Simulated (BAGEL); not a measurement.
**CS2 (SMILES S=C=S): B3LYP/cc-pVTZ (density fitting with qzvpp-jkfit)**

What is the energy change on altering one bond length of CS2 at B3LYP/cc-pVTZ (density fitting with qzvpp-jkfit)? 

The calculation is run with BAGEL 1.2.2.

1 further run of the same task is left out (set aside as unsound or not needed). Runs told in other sessions of the task aren't counted.

## (1) Starting point

CS2 has 3 atoms, charge 0, and is taken as a singlet. SMILES: `S=C=S`. The shape is that of a PBE0-D4/def2-TZVP optimisation.

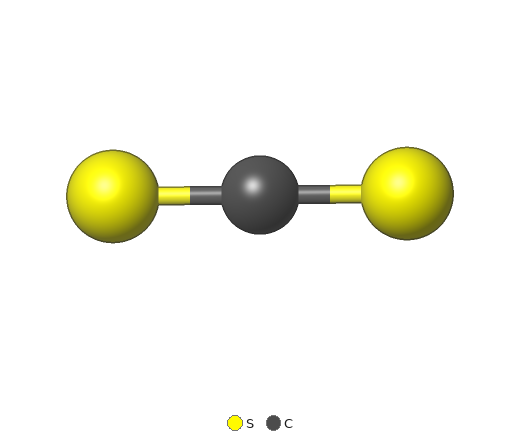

The structure, seen from a chosen angle (sulfur yellow, carbon dark grey).

## (2) A single-point energy at B3LYP/cc-pVTZ (density fitting with qzvpp-jkfit)

dft.json

```json
{ "bagel" : [

{
  "title" : "molecule",
  "basis" : "cc-pvtz.json",
  "df_basis" : "qzvpp-jkfit",
  "angstrom" : true,
  "geometry" : [
    { "atom" : "S", "xyz" : [       1.357000,      -0.156000,       0.729100 ] },
    { "atom" : "C", "xyz" : [       0.000000,       0.000000,       0.000000 ] },
    { "atom" : "S", "xyz" : [      -1.357000,       0.156000,      -0.729100 ] }
  ]
},

{ "title" : "ks", "xc_func" : "b3lyp" },

{ "title" : "print", "file" : "orbitals.molden", "orbitals" : true }

]}
```

The basis set cc-pVTZ is read from a file made from the Basis Set Exchange's data (not shown).

Launch:

```console
$ BAGEL_NUM_THREADS=1 BAGEL dft.json > dft.out
```

Log:

```text
* using 1 threads per process

  ===============================================================
  ===============================================================

  *** Geometry ***

  { "atom" : "S", "xyz" : [      2.564358,     -0.294797,      1.377799 ] },
  { "atom" : "C", "xyz" : [      0.000000,      0.000000,      0.000000 ] },
  { "atom" : "S", "xyz" : [     -2.564358,      0.294797,     -1.377799 ] },

  Number of auxiliary basis functions:      331

  Since a DF basis is specified, we compute 2- and 3-index integrals:
    o Being stored without compression. Storage requirement is 0.025 GB

  Number of basis functions:       98
  Number of electrons      :       38

    * METHOD: MOLECULE                             0.13

  *** Kohn-Sham DFT ***

    * Removing 3750 points whose weight is below 1.00e-10
    * Grid points: 40968

  === Nuclear Repulsion ===
   109.3662733863

       - DIIS with orbital gradients will be used.

  === KS iteration (b3lyp / cc-pvtz.json) ===
      0       -801.68449015          0.10041164           0.19
      1       -819.97356861          0.15355563           0.16
      2       -824.53216588          0.12405014           0.15
      3       -833.94505095          0.04277532           0.15
      4       -834.43714653          0.01998183           0.15
      5       -834.56469268          0.00287543           0.15
      6       -834.56982408          0.00256655           0.14
      7       -834.57179713          0.00053444           0.15
      8       -834.57189083          0.00002772           0.15
      9       -834.57189129          0.00000431           0.15
     10       -834.57189130          0.00000116           0.15
     11       -834.57189130          0.00000004           0.15
     12       -834.57189130          0.00000001           0.15
     13       -834.57189130          0.00000000           0.15
    * SCF iteration converged.

    * Permanent dipole moment:
           (   -0.000000,     0.000000,    -0.000000) a.u.

    * METHOD: KS                                   2.36

    * METHOD: PRINT                                0.03

  ===============================================================
```

Wall time 2.6 s (1 thread of Arm Neoverse V1, shared host); peak memory 0.22 GiB.

## (3) The distorted shape, same level

input.json

```json
{ "bagel" : [

{
  "title" : "molecule",
  "basis" : "cc-pvtz.json",
  "df_basis" : "qzvpp-jkfit",
  "angstrom" : "true",
  "geometry" : [
    { "atom" : "S", "xyz" : [       1.560553,      -0.179400,       0.838467 ] },
    { "atom" : "C", "xyz" : [       0.000000,       0.000000,       0.000000 ] },
    { "atom" : "S", "xyz" : [      -1.357000,       0.156000,      -0.729100 ] }
  ]
},

{ "title" : "ks", "xc_func" : "b3lyp" },

{ "title" : "print", "file" : "orbitals.molden", "orbitals" : "true" }

]}
```

The basis set cc-pVTZ is read from a file made from the Basis Set Exchange's data (not shown).

Launch:

```console
$ BAGEL_NUM_THREADS=1 BAGEL input.json > input.out
```

Log:

```text
* using 1 threads per process

  ===============================================================
  ===============================================================

  *** Geometry ***

  { "atom" : "S", "xyz" : [      2.949018,     -0.339017,      1.584473 ] },
  { "atom" : "C", "xyz" : [      0.000000,      0.000000,      0.000000 ] },
  { "atom" : "S", "xyz" : [     -2.564358,      0.294797,     -1.377799 ] },

  Number of auxiliary basis functions:      331

  Since a DF basis is specified, we compute 2- and 3-index integrals:
    o Being stored without compression. Storage requirement is 0.025 GB

  Number of basis functions:       98
  Number of electrons      :       38

    * METHOD: MOLECULE                             0.14

  *** Kohn-Sham DFT ***

    * Removing 3550 points whose weight is below 1.00e-10
    * Grid points: 41168

  === Nuclear Repulsion ===
   102.0345406380

       - DIIS with orbital gradients will be used.

  === KS iteration (b3lyp / cc-pvtz.json) ===
      0       -801.27327846          0.09045701           0.20
      1       -816.30462205          0.15675170           0.17
      2       -823.28234272          0.12140512           0.15
      3       -833.74079316          0.04493057           0.14
      4       -833.84682972          0.03727412           0.14
      5       -834.32689629          0.01914678           0.15
      6       -834.49803049          0.00913537           0.16
      7       -834.54106195          0.00169298           0.15
      8       -834.54189394          0.00092154           0.15
      9       -834.54219883          0.00016181           0.15
     10       -834.54220733          0.00003615           0.15
     11       -834.54220807          0.00000609           0.15
     12       -834.54220808          0.00000301           0.15
     13       -834.54220808          0.00000095           0.15
     14       -834.54220808          0.00000021           0.14
     15       -834.54220808          0.00000004           0.14
     16       -834.54220808          0.00000001           0.15
    * SCF iteration converged.

    * Permanent dipole moment:
           (    0.464448,    -0.053393,     0.249543) a.u.

    * METHOD: KS                                   2.83

    * METHOD: PRINT                                0.02

  ===============================================================
```

Run time: 3.3 s. Hardware: 1 thread of Arm Neoverse V1, shared host; peak memory 0.22 GiB.

## (4) Outcome

Level: B3LYP/cc-pVTZ (density fitting with qzvpp-jkfit).

```
                                                         quantity          value
                                        first shape: total energy  -834.57189 Eh
                                       first shape: dipole moment         0.00 D
                                         first shape: HOMO energy       -7.59 eV
                                         first shape: LUMO energy       -2.09 eV
                                       first shape: HOMO–LUMO gap        5.49 eV
                                    distorted shape: total energy  -834.54221 Eh
                                   distorted shape: dipole moment         1.35 D
                                     distorted shape: HOMO energy       -7.47 eV
                                     distorted shape: LUMO energy       -2.67 eV
                                   distorted shape: HOMO–LUMO gap        4.80 eV
energy change with the S1–C2 bond stretched from 1.548 to 1.781 Å       0.808 eV
```

In words: With the S1–C2 bond stretched from 1.548 to 1.781 Å the energy rises by 0.81 eV (77.9 kJ/mol). The first shape isn't relaxed at this level, so the change isn't measured from a minimum.
